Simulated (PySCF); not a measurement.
**InCl2: a ladder of methods and rigid scans**

How much do the numbers for InCl2 (doublet) hang on the method? All levels run at one geometry, the PBE0 minimum. Rigid scans about the minimum follow.

Method: several methods, basis In def2-TZVP with ECP28, Cl def2-TZVP, scalar-relativistic core potentials, no spin–orbit coupling, density fitting; program: PySCF 2.14.0.

**1. Starting geometry**

3 atoms, charge 0, spin multiplicity 2.

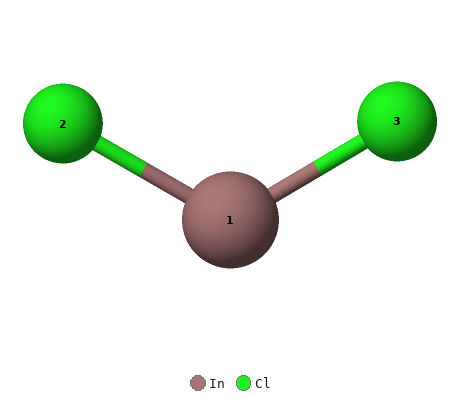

Start geometry, drawn with indium brown, chlorine green; atoms are numbered from 1 in the order of the file.

```xyz
3
charge 0 multiplicity 2
In    0.0000    0.0000   -0.4542
Cl    2.0329    0.0000    0.7315
Cl   -2.0329    0.0000    0.7315
```

**2. PBE0**

One driver script runs all steps and calls PySCF; scf.py shows the equivalent input of each level. Each SCF starts from the density of the minimum. The driver also runs the species with one electron less or more at the same geometry (one less: multiplicity 1, one more: multiplicity 1); their logs are not shown.

Contents of scf.py:

```python
from pyscf import gto, scf, dft
mol = gto.M(atom='''
In    -0.000000    -0.000000    -0.454241
Cl     2.032895    -0.000000     0.731535
Cl    -2.032895     0.000000     0.731535''',
    basis={'In': 'def2-TZVP', 'Cl': 'def2-TZVP'},
    ecp={'In': 'def2-TZVP'},
    charge=0, spin=1)
mf = dft.UKS(mol, xc='PBE0')
mf.grids.atom_grid = (99, 590)
aux = {'In': 'def2-universal-JKFIT', 'Cl': 'def2-universal-JKFIT'}
mf = mf.density_fit(auxbasis=aux)
mf.kernel()
```

**3. HF**

scf.py: that of step 2 with these lines changed.

```diff
@@ -9,2 +9 @@
-mf = dft.UKS(mol, xc='PBE0')
-mf.grids.atom_grid = (99, 590)
+mf = scf.UHF(mol)
```

**4. PBE**

scf.py: that of step 3 with these lines changed.

```diff
@@ -9 +9,2 @@
-mf = scf.UHF(mol)
+mf = dft.UKS(mol, xc='PBE')
+mf.grids.atom_grid = (99, 590)
```

**5. r2SCAN**

scf.py: that of step 4 with these lines changed.

```diff
@@ -9 +9 @@
-mf = dft.UKS(mol, xc='PBE')
+mf = dft.UKS(mol, xc='R2SCAN')
```

**6. B3LYP**

scf.py: that of step 5 with these lines changed.

```diff
@@ -9 +9 @@
-mf = dft.UKS(mol, xc='R2SCAN')
+mf = dft.UKS(mol, xc='B3LYP')
```

**7. TPSSh**

scf.py: that of step 6 with these lines changed.

```diff
@@ -9 +9 @@
-mf = dft.UKS(mol, xc='B3LYP')
+mf = dft.UKS(mol, xc='TPSSH')
```

**8. PBEsol**

scf.py: that of step 7 with these lines changed.

```diff
@@ -9 +9 @@
-mf = dft.UKS(mol, xc='TPSSH')
+mf = dft.UKS(mol, xc='PBEsol')
```

**9. revPBE**

scf.py: that of step 8 with these lines changed.

```diff
@@ -9 +9 @@
-mf = dft.UKS(mol, xc='PBEsol')
+mf = dft.UKS(mol, xc='PBE_R,PBE')
```

**11. Breathing scan**

A rigid scan with PBE0: all bonds to the central atom are scaled together. Each point starts from its neighbour's orbitals, and energies count from the minimum.

(Steps that only read results are left out.)

Q: Predict the outcome of this session. Wanted: atomisation energy, range; vertical ionisation energy, range; vertical electron affinity, range; orbital gap, range; all bonds 4 % longer.

**Answer**, as computed:

| quantity | value |
| --- | --- |
| atomisation energy, range | 467 (HF) to 687 (PBEsol) kJ/mol |
| vertical ionisation energy, range | 8.85 (HF) to 9.23 (r2SCAN) eV |
| vertical electron affinity, range | 1.58 (HF) to 2.67 (B3LYP) eV |
| orbital gap, range | 0.79 (PBE) to 8.66 (HF) eV |
| all bonds 4 % longer | 8.5 kJ/mol |

**Reading.** The atomisation energy spreads over 219 kJ/mol, from HF to PBEsol; without a CCSD(T) value for it there is no yardstick here. Without diffuse functions electron affinities tend to come out too low. The well is lopsided, 11.3 kJ/mol for 4 % shorter bonds against 8.5 for 4 % longer ones. Spin–orbit coupling, left out here, can matter for elements this heavy.
